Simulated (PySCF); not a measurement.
```xyz
13

N    -2.0267   -0.7841   -0.4660
B    -0.7209   -0.3661   -0.2192
C    -0.3973    1.1361    0.2540
O     0.9502    1.3283    0.7169
C     1.8417    0.3459    0.4335
C     1.5655   -0.8418   -0.0927
O     0.2920   -1.2563   -0.4114
H    -2.2349   -1.7168   -0.7756
H    -2.8349   -0.1986   -0.3688
H    -0.5599    1.8436   -0.5721
H    -1.0444    1.4595    1.0760
H     2.8452    0.6328    0.7040
H     2.3201   -1.5821   -0.2965
```

Geometry: GFN2-xTB.

These are results of PySCF, CAM-B3LYP/def2-SVPD, SCF density, gas phase, not measurements.

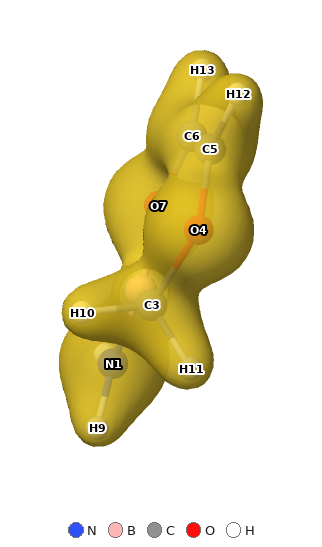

C3H6BNO2 (SMILES NB1COC=CO1). Isosurface of the electron density at 0.8 e/Å³ (yellow), seen at an oblique angle.

**Which contacts does the surface bridge?**

At this value the surface is in one piece. It bridges the sampled C–C (1.33 Å), C–O (1.36 Å), B–O (1.36 Å) and B–N (1.39 Å) contacts, where the density stays above the isovalue. On the grid the lowest density along these lines, outside the cores, is 2.3 e/Å³ (C–C, 1.33 Å), 1.9 e/Å³ (C–O, 1.36 Å), 1.5 e/Å³ (B–O, 1.36 Å) and 1.5 e/Å³ (B–N, 1.39 Å).
